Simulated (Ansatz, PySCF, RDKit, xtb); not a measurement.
# Which structure has the formula BSiNH4F+?

Only the formula BSiNH4F+ is given (charge +1). Aim: find the structure of lowest free energy at 298.15 K, then its properties.

The funnel: GFN2-xTB relaxations, single points with a density functional, relaxations at B3LYP-D3(BJ)/6-311G**, harmonic vibrations, and a last energy at a higher level. All values are calculated.

7 further runs of the same task are left out: 7 set aside as unsound or not needed.

### 1 Drawing up candidates

A program enumerates the bonding patterns with one Lewis structure each (two rings at most, one unusual centre or charged pair), with their diastereomers. O–O, O–halogen and N–halogen bonds and N–N–N chains are not drawn. That gives 41 candidates.

c002 FB[NH+]=[SiH2]; c014 [NH3+]/[SiH]=B/F; c053 [NH2+]=B[SiH2]F; c132 B[NH2+][Si]F; c184 FB[NH2+][SiH] (triplet); c198 [NH2+]=[Si+][BH2-]F; c235 B[NH2+][Si]F (triplet); c239 F[Si+]1[BH2-][NH2+]1; c245 [NH3+]B(F)[SiH] (triplet); c289 N[SiH2][B+]F; c299 [NH3+]/[SiH]=B\F; c307 B/[NH+]=[SiH]/F; c313 [NH2+]=[SiH]BF; c317 F[B+][NH2+][SiH2-]; c322 [NH3+]B[Si]F (triplet); c332 [NH3+][Si]BF; c470 [BH3-]/[NH+]=[Si+]/F; c476 B=[NH+][SiH2]F; c541 F[BH2-][NH+]=[SiH+]; c557 [NH3+]B(F)[SiH]; c572 F/B=[NH+]/[SiH3]; c575 FB[NH2+][SiH]; c610 NB[SiH+]F; c622 F/B=[NH+]\[SiH3]; c697 [B][NH2+][SiH2]F; c698 FB1[NH2+][SiH2]1; c699 NB(F)[SiH2+]; c716 B[Si](=[NH2+])F; c753 [BH+][Si@H](N)F; c755 [NH3+][Si]BF (triplet); c761 F[Si@@H]1B[NH2+]1; c765 F[B@@H-]1[NH2+][SiH+]1; c774 [BH3-]/[NH+]=[Si+]\F; c793 [NH3+]B[Si]F; c827 [B][NH2+][SiH2]F (triplet); c830 [BH+][NH2+][SiH-]F; c838 [NH3+]/B=[SiH]/F; c844 B=[Si]([NH3+])F; c853 [NH3+]/B=[SiH]\F; c868 [B+]=[Si@H-]([NH3+])F; and 1 more.

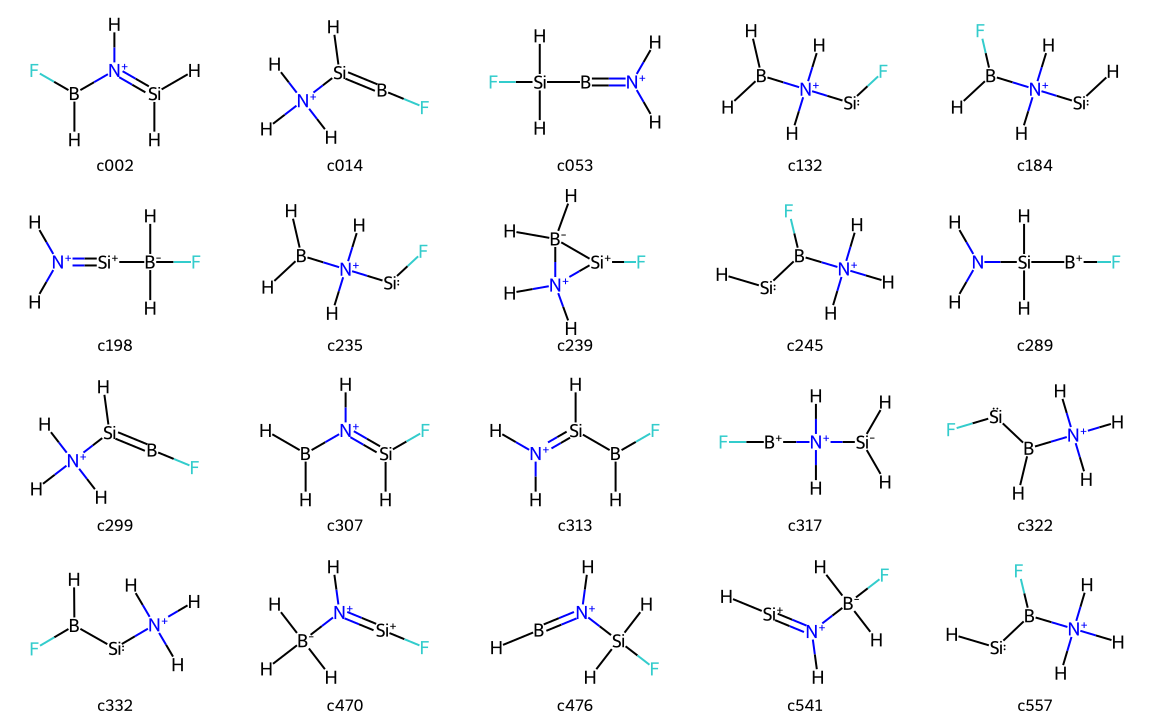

Structural formulas of the candidates (the first 20).

Candidates are built by distance geometry, with a force field where one applies, in up to four conformers (letters a to d). 6 starts with atoms placed at random are added, to find patterns that the rules miss.

### 2 Cheap relaxation of all starts

All 70 starts are relaxed the same way. One of them, c470a (enumerated, embedded by distance geometry and UFF), in full:

start.xyz reads:

```xyz
8
c470a
B     -3.495962    -0.932979    -1.592181
F     -0.667208     2.138657    -0.698911
N     -2.866353     0.223483    -2.243222
Si    -1.789453     1.182446    -1.496630
H     -4.693116    -0.796626    -1.596004
H     -3.245082    -1.933635    -2.173536
H     -3.170700    -1.072052    -0.486139
H     -3.085857     0.446454    -3.296029
```

Started as:

```console
xtb start.xyz --gfn 2 --opt --chrg 1
```

Log (excerpt; [...] marks lines left out):

```text
* xtb version 6.7.1
[...]
          :  # basis functions                  26          :
[...]
          :  # electrons                        22          :
[...]
          :  Hamiltonian                  GFN2-xTB          :
[...]
          :  net charge                          1          :
          :  unpaired electrons                  0          :
[...]
   *** convergence criteria satisfied after 32 iterations ***
[...]
   *** GEOMETRY OPTIMIZATION CONVERGED AFTER 44 ITERATIONS ***
[...]
   *** convergence criteria satisfied after 3 iterations ***
[...]
         ::                     SUMMARY                     ::
         :::::::::::::::::::::::::::::::::::::::::::::::::::::
         :: total energy             -12.221921499919 Eh    ::
         :: gradient norm              0.000720148292 Eh/a0 ::
         :: HOMO-LUMO gap              2.602254406521 eV    ::
         ::.................................................::
         :: SCC energy               -12.319446740879 Eh    ::
         :: -> isotropic ES            0.131699278350 Eh    ::
         :: -> anisotropic ES         -0.008533411862 Eh    ::
         :: -> anisotropic XC          0.001555749863 Eh    ::
         :: -> dispersion             -0.003068610731 Eh    ::
         :: repulsion energy           0.097525240960 Eh    ::
         :: add. restraining           0.000000000000 Eh    ::
         :: total charge               1.000000000000 e     ::
         :::::::::::::::::::::::::::::::::::::::::::::::::::::
[...]
        11        2.0000           -0.5732594             -15.5992 (HOMO)
        12                         -0.4776283             -12.9969 (LUMO)
[...]
          | TOTAL ENERGY              -12.221921499919 Eh   |
          | GRADIENT NORM               0.000720148292 Eh/α |
          | HOMO-LUMO GAP               2.602254406521 eV   |
           -------------------------------------------------
[...]
```

Wall time 0.12 s (2 threads of Arm Neoverse V2, shared host).

### 3 Distinct minima at GFN2-xTB

70 of the 70 relaxations converged; 19 ended on a minimum already found. 51 distinct structures remain, the lowest 22 here:

```tsv
label	start	SMILES after	spin	energy (kcal/mol)	note
c002b	drawn and random	FB[NH+]=[SiH2]	singlet	0.0	
c002a	drawn	FB[NH+]=[SiH2]	singlet	1.9	
c307a	drawn	B/[NH+]=[SiH]/F	singlet	4.8	
c898a	drawn	B/[NH+]=[SiH]\F	singlet	6.5	
c610b	drawn	NB[SiH+]F	singlet	7.9	
c753a	drawn	NB[SiH+]F	singlet	8.1	bonds changed
c476c	drawn	B=[NH+][SiH2]F	singlet	10.8	
c476b	drawn	B=[NH+][SiH2]F	singlet	11.5	
c476a	drawn	B=[NH+][SiH2]F	singlet	12.1	
c572a	drawn	F/B=[NH+]/[SiH3]	singlet	19.8	
c699a	drawn	NB(F)[SiH2+]	singlet	22.8	
c716a	drawn	B[Si](=[NH2+])F	singlet	23.3	
c313a	drawn	[NH2+]=[SiH]BF	singlet	26.2	
c717	random	FB=[N+]=[SiH2].[H][H]	singlet	30.7	fell apart
c239a	drawn	[F][Si]1[BH2][NH2]1 ‡	singlet	31.2	
c132a	drawn	B[NH2+][Si]F	singlet	32.3	
c132b	drawn	B[NH2+][Si]F	singlet	34.8	
c575a	drawn	FB[NH2+][SiH]	singlet	38.2	
c575b	drawn	FB[NH2+][SiH]	singlet	38.4	
c765a	drawn	[F][BH]1[NH2][SiH]1 ‡	singlet	39.1	
c053a	drawn and random	[NH2+]=B[SiH2]F	singlet	39.9	
c541a	drawn	BF.[NH+]#[SiH]	singlet	40.9	loosely bound
```

‡ marks the bonded skeleton alone, with all bonds drawn single: no Lewis structure was assigned that passes a check against the bond lengths.

GFN2-xTB has no spin polarisation, so it can't rank spin states and is rough for open shells.

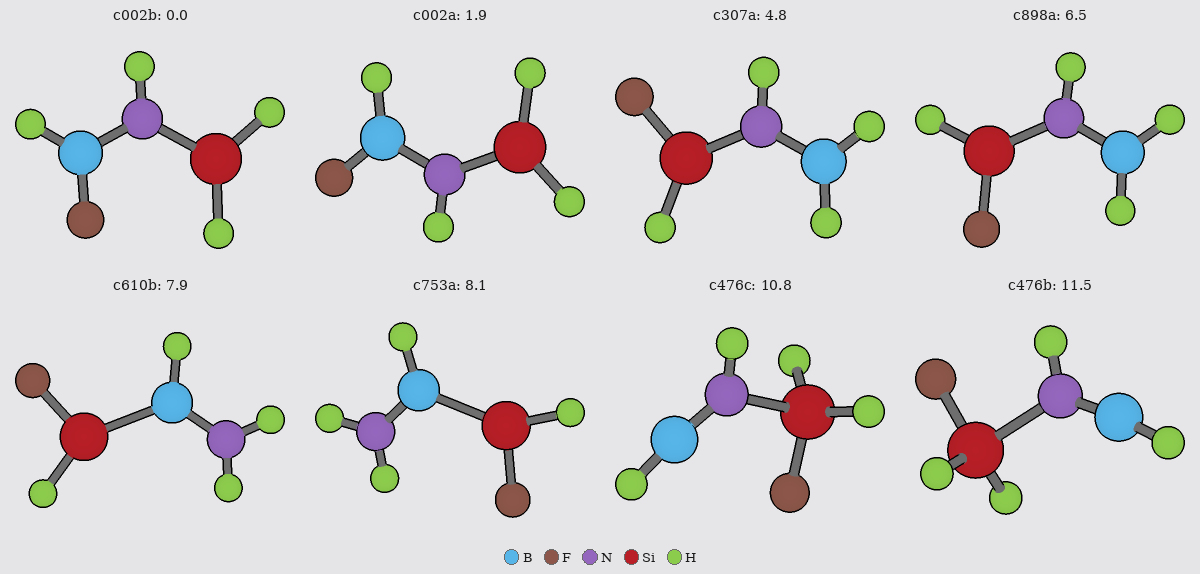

The 8 lowest minima that did not fall apart, with their GFN2-xTB energies in kcal/mol.

### 4 Second filter: single points

A choice of the minima (the low ones first, few conformers of a pattern, up to a cap) and the lowest that fell apart get a single point at r2SCAN-D4/def2-SVP on the tight-binding geometry, and one at HF/STO-3G for comparison. The lowest singlets are also tried as triplets at the same geometry (label ending in t). Within 40 kcal/mol but not screened, among others: c476a, c575b, c765a, c053a. The first, c002b:

input.yaml reads:

```yaml
crystal:
  periodic: [false, false, false]
  atoms:
    - {symbol: B, position_ang: [-2.210006, -0.091689, -0.956174]}
    - {symbol: F, position_ang: [-3.016432, -0.573616, -0.050073]}
    - {symbol: N, position_ang: [-0.816455, -0.042973, -0.544562]}
    - {symbol: Si, position_ang: [-0.220441, -0.548338, 0.957053]}
    - {symbol: H, position_ang: [-2.595043, 0.258686, -1.995970]}
    - {symbol: H, position_ang: [-0.171919, 0.330131, -1.239004]}
    - {symbol: H, position_ang: [1.217938, -0.400552, 1.097432]}
    - {symbol: H, position_ang: [-1.166463, -1.064881, 1.929298]}
basis:
  gaussian: {orbitals: def2-SVP}
total_charge: 1
hamiltonian: {xc: {name: r2SCAN}, dispersion: d4}
scf: {lower_state_search: off}
output: {orbitals: {seedname: orbitals}}
```

Started as:

```console
ansatz run input.yaml --threads 2 --pin off --max-ram 4350MiB --events-out events.jsonl --progress --plain --runs-dir runs
```

Log (excerpt; [...] marks lines left out):

```text
Warning: RAYON_NUM_THREADS=2 ignored (pool sized by the plan → 2); use --threads N
Functional definition: r2SCAN
  name "r2SCAN"
[...]
902 factors; their error is unknown
[...]
mean field -12810.92290753 eV, -470.7927332964 hartree, gradient 4.0e-6 eV, S^2 0.000000; 0 other end points of the search recorded, 0 dependent functions left out
reference -12810.92291715 eV, -470.7927336498 hartree; 19, 19 occupied and 61, 61 virtual orbitals, 902 factors
Total energy: -12810.95131102 eV, -470.7937771054 hartree
Checks for a lower state left out: stability, starts, cluster_reference, orbital_swaps, neighbouring_geometries, increment
```

Wall time 1.3 s (2 threads of Arm Neoverse V2, shared host).

Relative energies in kcal/mol, each column from its lowest structure that stays in one piece:

```tsv
label	SMILES	spin	GFN2-xTB	HF/STO-3G	r2SCAN-D4/def2-SVP
c002b	FB[NH+]=[SiH2]	singlet	0.0	0.5	0.0
c002a	FB[NH+]=[SiH2]	singlet	1.9	0.0	0.5
c572a	F/B=[NH+]/[SiH3]	singlet	19.8	4.2	7.6
c476c	B=[NH+][SiH2]F	singlet	10.8	38.2	11.5
c476b	B=[NH+][SiH2]F	singlet	11.5	39.7	13.1
c898a	B/[NH+]=[SiH]\F	singlet	6.5	31.5	14.8
c307a	B/[NH+]=[SiH]/F	singlet	4.8	32.1	15.0
c699a	NB(F)[SiH2+]	singlet	22.8	21.8	18.4
c753a	NB[SiH+]F	singlet	8.1	39.9	19.1
c610b	NB[SiH+]F	singlet	7.9	40.3	20.0
c313a	[NH2+]=[SiH]BF	singlet	26.2	24.0	21.8
c132a	B[NH2+][Si]F	singlet	32.3	20.9	25.0
c575a	FB[NH2+][SiH]	singlet	38.2	11.7	26.9
c132b	B[NH2+][Si]F	singlet	34.8	26.9	30.2
c716a	B[Si](=[NH2+])F	singlet	23.3	57.5	33.6
c717	FB=[N+]=[SiH2].[H][H]	singlet	30.7	69.0	41.0
c239a	[F][Si]1[BH2][NH2]1 ‡	singlet	31.2	53.2	43.8
c002bt	FB[NH+]=[SiH2]	triplet	–	–	104.3
c572at	F/B=[NH+]/[SiH3]	triplet	–	–	143.5
```

‡ marks the bonded skeleton alone, with all bonds drawn single: no Lewis structure was assigned that passes a check against the bond lengths.

Measured from c002b, GFN2-xTB misplaces c239a by 13 kcal/mol against r2SCAN-D4/def2-SVP, so minima dropped on its energies alone could hide the lowest isomer.

### 5 Patterns that tight binding lost

Some ordinary bonding patterns rearranged or fell apart under GFN2-xTB. Their starts are relaxed at r2SCAN-D4/def2-SVP instead (label ending in r). The first, c753ar:

input.yaml reads:

```yaml
crystal:
  periodic: [false, false, false]
  atoms:
    - symbol: B
      position_ang: [-2.790793, -1.342024, -0.412402]
    - symbol: F
      position_ang: [-5.037991, 0.419166, -1.729158]
    - symbol: N
      position_ang: [-2.377730, 0.980838, -2.455236]
    - symbol: Si
      position_ang: [-3.482840, -0.307542, -1.933690]
    - symbol: H
      position_ang: [-2.092825, -1.392374, 0.564242]
    - symbol: H
      position_ang: [-3.590758, -1.315918, -2.980596]
    - symbol: H
      position_ang: [-2.042353, 1.609786, -1.644378]
    - symbol: H
      position_ang: [-1.577906, 0.656689, -2.987733]
basis:
  gaussian:
    orbitals: def2-SVP
total_charge: 1
hamiltonian:
  xc: {name: r2SCAN}
  dispersion: d4
scf:
  lower_state_search: off
relax:
  f_tol: 0.01
output:
  orbitals: {seedname: orbitals}
```

Started as:

```console
ansatz run input.yaml --threads 2 --pin off --max-ram 4350MiB --events-out events.jsonl --progress --plain --runs-dir runs
```

Log (excerpt; [...] marks lines left out):

```text
Warning: RAYON_NUM_THREADS=2 ignored (pool sized by the plan → 2); use --threads N
[...]
[... 2 set-up lines as earlier in the session ...]
[...]
902 factors; their error is unknown
[...]
mean field -12807.13136085 eV, -470.6533965258 hartree, gradient 5.6e-6 eV, S^2 0.000000; 0 other end points of the search recorded, 0 dependent functions left out
[...]
reference -12807.13137038 eV, -470.6533968759 hartree; 19, 19 occupied and 61, 61 virtual orbitals, 902 factors
[...]
Atom 4 at    -1.775711    -0.945655     0.182380 Å, force     0.000826     0.000596    -0.000226 eV/Å
Atom 5 at    -3.916365    -1.218437    -3.394563 Å, force    -0.001069    -0.000802    -0.000384 eV/Å
Atom 6 at    -2.291967     1.397015    -1.488719 Å, force    -0.000501    -0.001347    -0.001110 eV/Å
Atom 7 at    -1.378230     0.363161    -2.405224 Å, force    -0.000189    -0.000914     0.001556 eV/Å
Dipole moment:     0.952627    -0.072230    -0.039385 e Å
Checks for a lower state left out: stability, starts, cluster_reference, orbital_swaps, neighbouring_geometries, increment
```

It took 27 s on 2 threads of Arm Neoverse V2, shared host.

Energies at r2SCAN-D4/def2-SVP after that relaxation, from the lowest structure of the screen (which was not relaxed at this level):

```tsv
label	SMILES	spin	energy (kcal/mol)
c753ar	F[Si@@H]1B[NH2+]1	singlet	35.4
```

### 6 Third filter: density-functional geometries

6 candidates are relaxed at B3LYP-D3(BJ)/6-311G** (chosen among the lowest in one piece). The first, c002b:

input.yaml reads:

```yaml
crystal:
  periodic: [false, false, false]
  atoms:
    - {symbol: B, position_ang: [-2.210006, -0.091689, -0.956174]}
    - {symbol: F, position_ang: [-3.016432, -0.573616, -0.050073]}
    - {symbol: N, position_ang: [-0.816455, -0.042973, -0.544562]}
    - {symbol: Si, position_ang: [-0.220441, -0.548338, 0.957053]}
    - {symbol: H, position_ang: [-2.595043, 0.258686, -1.995970]}
    - {symbol: H, position_ang: [-0.171919, 0.330131, -1.239004]}
    - {symbol: H, position_ang: [1.217938, -0.400552, 1.097432]}
    - {symbol: H, position_ang: [-1.166463, -1.064881, 1.929298]}
basis:
  gaussian:
    orbitals: 6-311G_st__st_-spherical.json
total_charge: 1
hamiltonian:
  xc: {name: B3LYP}
  dispersion: d3bj
scf:
  lower_state_search: off
relax:
  f_tol: 0.003
```

The basis set 6-311G** is read from a file made from the Basis Set Exchange's data (not shown).

Started as:

```console
ansatz run input.yaml --threads 2 --pin off --max-ram 4350MiB --events-out events.jsonl --progress --plain --runs-dir runs
```

Log (excerpt; [...] marks lines left out):

```text
Warning: RAYON_NUM_THREADS=2 ignored (pool sized by the plan → 2); use --threads N
[...]
Functional definition: B3LYP
  name "B3LYP"
[...]
904 factors; their error is unknown
[...]
mean field -12822.79105375 eV, -471.2288796253 hartree, gradient 3.6e-6 eV, S^2 0.000000; 0 other end points of the search recorded, 0 dependent functions left out
[...]
reference -12822.79129801 eV, -471.2288886017 hartree; 19, 19 occupied and 85, 85 virtual orbitals, 904 factors
[...]
Atom 4 at    -2.567719     0.273636    -2.017492 Å, force     0.000045    -0.000079     0.000155 eV/Å
Atom 5 at    -0.181692     0.321900    -1.239926 Å, force    -0.000046     0.000023    -0.000062 eV/Å
Atom 6 at     1.240360    -0.402843     1.137159 Å, force    -0.000072    -0.000048     0.000026 eV/Å
Atom 7 at    -1.130228    -1.067884     1.931244 Å, force    -0.000032    -0.000022     0.000074 eV/Å
Dipole moment:     1.012921     0.047066     0.262640 e Å
Checks for a lower state left out: stability, starts, cluster_reference, orbital_swaps, neighbouring_geometries, increment
```

Wall time 13 s (2 threads of Arm Neoverse V2, shared host).

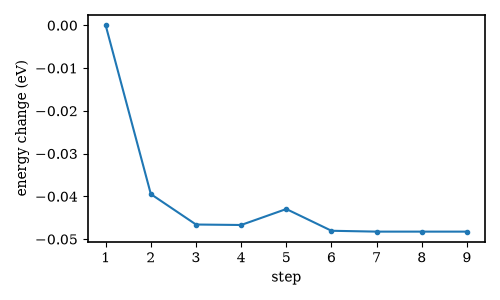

Energy along the run, all evaluated steps.

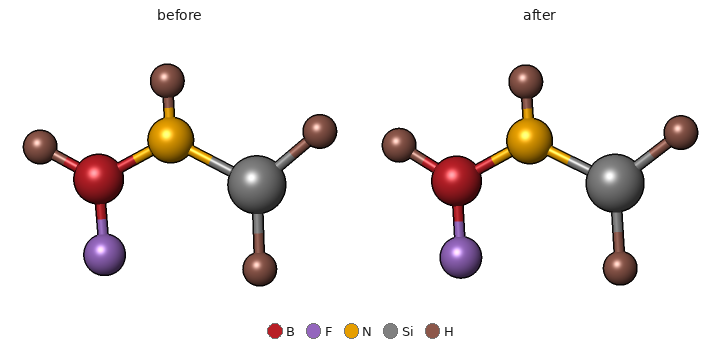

Before and after, at one scale.

After the run. Bond lengths: B1–F2 1.314 Å, B1–N3 1.476 Å, N3–Si4 1.665 Å, B1–H5 1.178 Å, N3–H6 1.019 Å, Si4–H7 1.467 Å, Si4–H8 1.464 Å. Angles: F2–B1–N3 115.6°, B1–N3–Si4 126.2°, F2–B1–H5 123.8°, N3–B1–H5 120.6°, B1–N3–H6 115.1°, Si4–N3–H6 118.7°, N3–Si4–H7 117.6°, N3–Si4–H8 118.4°, H7–Si4–H8 123.9°.

### 7 Ranking at B3LYP-D3(BJ)/6-311G**

```tsv
label	spin	r2SCAN-D4/def2-SVP (kcal/mol)	B3LYP-D3(BJ)/6-311G**, relaxed (kcal/mol)	time
c002b	singlet	0.0	0.0	13 s
c002a	singlet	0.5	0.3	12 s
c476c	singlet	11.5	6.7	15 s
c572a	singlet	7.6	7.3	15 s
c476b	singlet	13.1	7.7	38 s
c898a	singlet	14.8	12.1	10 s
```

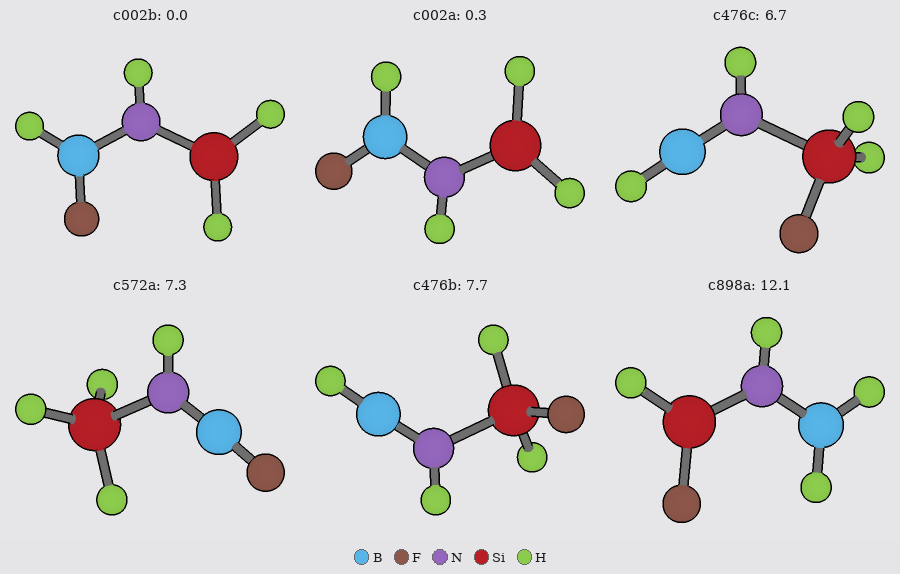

The relaxed structures, with energies at B3LYP-D3(BJ)/6-311G** in kcal/mol.

### 8 Are they minima? Harmonic frequencies

The lowest few in one piece go on as finalists (c476b, c898a drop out). Harmonic vibrations at B3LYP-D3(BJ)/6-311G** test each finalist and give the zero-point energy and the thermal terms. The first, c002b:

input.yaml reads:

```yaml
crystal:
  periodic: [false, false, false]
  atoms:
    - {symbol: B, position_ang: [-2.238929, -0.098221, -0.949230]}
    - {symbol: F, position_ang: [-3.073746, -0.575164, -0.053046]}
    - {symbol: N, position_ang: [-0.821532, -0.048978, -0.539565]}
    - {symbol: Si, position_ang: [-0.205335, -0.535677, 0.928856]}
    - {symbol: H, position_ang: [-2.567719, 0.273636, -2.017492]}
    - {symbol: H, position_ang: [-0.181692, 0.321900, -1.239926]}
    - {symbol: H, position_ang: [1.240360, -0.402843, 1.137159]}
    - {symbol: H, position_ang: [-1.130228, -1.067884, 1.931244]}
basis:
  gaussian: {orbitals: 6-311G_st__st_-spherical.json}
total_charge: 1
hamiltonian: {xc: {name: B3LYP}, dispersion: d3bj}
scf: {lower_state_search: "off"}
phonons: {}
```

The basis set 6-311G** is read from a file made from the Basis Set Exchange's data (not shown).

Started as:

```console
ansatz run input.yaml --threads 2 --pin off --max-ram 4350MiB --events-out events.jsonl --progress --plain --runs-dir runs
```

Log (excerpt; [...] marks lines left out):

```text
Warning: RAYON_NUM_THREADS=2 ignored (pool sized by the plan → 2); use --threads N
[... 2 set-up lines as earlier in the session ...]
[...]
904 factors; their error is unknown
[...]
mean field -12822.84033864 eV, -471.2306908117 hartree, gradient 4.6e-6 eV, S^2 0.000000; 0 other end points of the search recorded, 0 dependent functions left out
[...]
reference -12822.84058521 eV, -471.2306998729 hartree; 19, 19 occupied and 85, 85 virtual orbitals, 904 factors
[...]
Atom 6 at     1.240360    -0.402843     1.137159 Å, force    -0.000075    -0.000046     0.000018 eV/Å
Atom 7 at    -1.130228    -1.067884     1.931244 Å, force    -0.000039    -0.000027     0.000081 eV/Å
Dipole moment:     1.012920     0.047066     0.262640 e Å
Vibrations: 168.02 180.70 280.54 501.87 688.94 709.72 759.20 836.89 923.81 935.19 1056.74 1103.58 1307.03 1384.45 2319.11 2381.90 2757.26 3525.17 cm⁻¹, zero-point energy 1.352677 eV
Checks for a lower state left out: stability, starts, cluster_reference, orbital_swaps, neighbouring_geometries, increment
```

It took 50 s on 2 threads of Arm Neoverse V2, shared host.

### 9 Zero-point energy and free-energy terms

At 298.15 K and 1 atm, ideal gas, rigid rotor and harmonic oscillator:

```tsv
label	SMILES	spin	point group	lowest mode (cm⁻¹)	zero-point (kcal/mol)	G − E (kcal/mol)
c002b	FB[NH+]=[SiH2]	singlet	Cs	168	31.2	13.5
c002a	FB[NH+]=[SiH2]	singlet	Cs	134	31.2	13.5
c476c	B=[NH+][SiH2]F	singlet	Cs	119	30.1	12.2
c572a	F/B=[NH+]/[SiH3]	singlet	Cs	118	30.1	12.0
```

[end of part 1 of 2]
